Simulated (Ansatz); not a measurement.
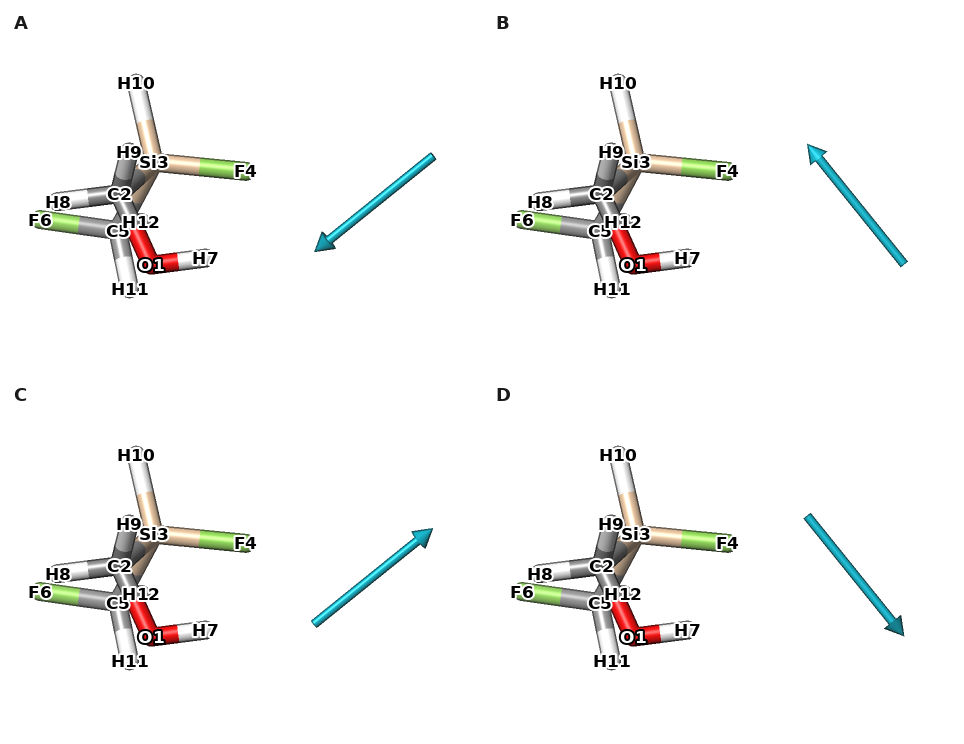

The same molecule four times, each with an arrow. Computed geometry: PBE-D4/def2-SVP optimisation. No frequency run is at hand to confirm it as a minimum. Properties computed with RKS PBE-D4/def2-SVP (Ansatz 0.2.0).

Which arrow points along the dipole moment, from the negative to the positive end?

C. The dipole moment is 0.98 D; it points from the side of F6 to the side of F4 (the outermost atoms at the two ends).
